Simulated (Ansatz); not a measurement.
# SiH2Br2 (dibromosilane): PBE0/def2-SVP

What is the electronic atomisation energy of SiH2Br2 (dibromosilane) at PBE0/def2-SVP? 

Program for the calculation: Ansatz 0.2.0.

53 further runs of the same task are left out: 6 that didn't finish, 47 set aside as unsound or not needed.

## Step 1: The structure to begin with

The species is SiH2Br2 (5 atoms), meant as a singlet with charge 0. SMILES: `Br[SiH2]Br`. The shape is that of a PBE0-D4/def2-TZVP optimisation.

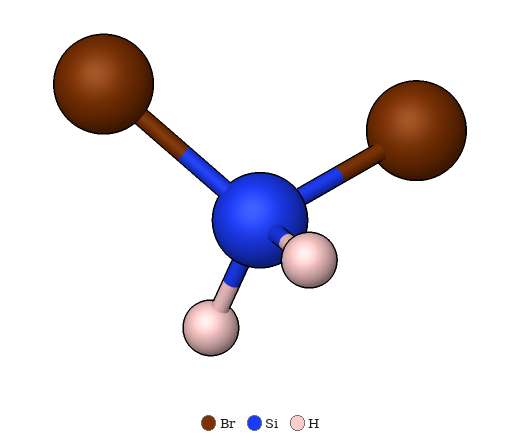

Viewed from a chosen angle; bromine brown, silicon blue, hydrogen pink.

## Step 2: A single-point energy at PBE0/def2-SVP

The input, input.yaml:

```yaml
crystal:
  periodic: [false, false, false]
  atoms:
    - {symbol: Br, position_ang: [-1.672690, -1.239290, 0.362310]}
    - {symbol: Si, position_ang: [0.158230, -0.046290, 0.054680]}
    - {symbol: Br, position_ang: [-0.295570, 1.814160, -1.042010]}
    - {symbol: H, position_ang: [1.103430, -0.843230, -0.751710]}
    - {symbol: H, position_ang: [0.706590, 0.314640, 1.376730]}
basis:
  gaussian:
    orbitals: def2-SVP
accuracy: high
hamiltonian:
  xc: pbe0
output: {orbitals: {seedname: orbitals}}
```

The run is started by

```console
$ ansatz run input.yaml --threads 1 --pin off --max-ram 3480MiB --events-out events.jsonl --progress --plain --runs-dir runs
```

Log:

```text
Warning: RAYON_NUM_THREADS=1 ignored (pool sized by the plan → 1); use --threads N
Functional definition: PBE0
  name "PBE0"
  parameter a = 0.25
  parameter kappa = 0.804
  parameter beta = 0.06672455060314922
  exchange = (1 - a)*pbe_x(kappa = kappa, mu = beta*pi^2/3) + a*exact_x
  correlation = pbe_c(beta = beta)
1684 factors; integrals over basis functions are off by at most 5.9e-9 eV
mean field evaluation 1: about -147965.8888 eV, gradient 8.9e0 eV
mean field evaluation 2: about -147966.0087 eV, gradient 5.3e0 eV
mean field evaluation 4: about -147966.0938 eV, gradient 1.2e-1 eV
mean field evaluation 8: about -147966.1949 eV, gradient 6.6e-2 eV
mean field evaluation 16: about -147966.1949 eV, gradient 3.3e-6 eV
mean field -147966.19492035 eV, -5437.6573682337 hartree, gradient 3.2e-8 eV, S^2 0.000000; 0 other end points of the search recorded, 0 dependent functions left out
reference -147966.19492232 eV, -5437.6573683062 hartree; 43, 43 occupied and 49, 49 virtual orbitals, 1684 factors
Total energy: -147966.19492232 eV, -5437.6573683062 hartree
```

It took 7.8 s on 1 thread of Arm Neoverse V2, shared host; peak memory 0.34 GiB.

## Step 3: The Br atom at the same level

The input, in.yaml:

```yaml
crystal:
  periodic: [false, false, false]
  atoms:
    - {symbol: Br, position_ang: [0.000000, 0.000000, 0.000000]}
basis:
  gaussian:
    orbitals: def2-SVP
magnetization:
  spin_polarized: true
  initial_magnetization: 1
hamiltonian:
  xc: {name: PBE0}
accuracy: high
```

Run the same way, it converges to -2573.49923 Eh (log not shown).

## Step 4: The H atom at the same level

The input, run.yaml:

```yaml
crystal:
  periodic: [false, false, false]
  atoms:
    - {symbol: H, position_ang: [0.000000, 0.000000, 0.000000]}
basis:
  gaussian:
    orbitals: def2-SVP
magnetization:
  spin_polarized: true
  initial_magnetization: 1
hamiltonian:
  xc: pbe0
accuracy: high
```

Run the same way, it converges to -0.50029 Eh (log not shown).

## Step 5: The Si atom at the same level

The input, in.yaml:

```yaml
crystal:
  periodic: [false, false, false]
  atoms:
    - {symbol: Si, position_ang: [0.000000, 0.000000, 0.000000]}
basis:
  gaussian: {orbitals: def2-SVP}
magnetization: {spin_polarized: true, initial_magnetization: 2}
hamiltonian: {xc: {name: PBE0}}
accuracy: high
```

Run the same way, it converges to -289.15194 Eh (log not shown).

## Step 6: What came out

At PBE0/def2-SVP:

```
                     quantity           value
       molecule: total energy  -5437.65737 Eh
        molecule: HOMO energy        -8.53 eV
        molecule: LUMO energy        -0.35 eV
      molecule: HOMO–LUMO gap         8.18 eV
        Br atom: total energy  -2573.49923 Eh
                Br atom: ⟨S²⟩           0.752
         H atom: total energy     -0.50029 Eh
                 H atom: ⟨S²⟩           0.750
        Si atom: total energy   -289.15194 Eh
                Si atom: ⟨S²⟩           2.004
electronic atomisation energy       13.780 eV
```

Taking the molecule apart into free atoms costs 13.78 eV (318 kcal/mol), before zero-point energy and without spin-orbit coupling.
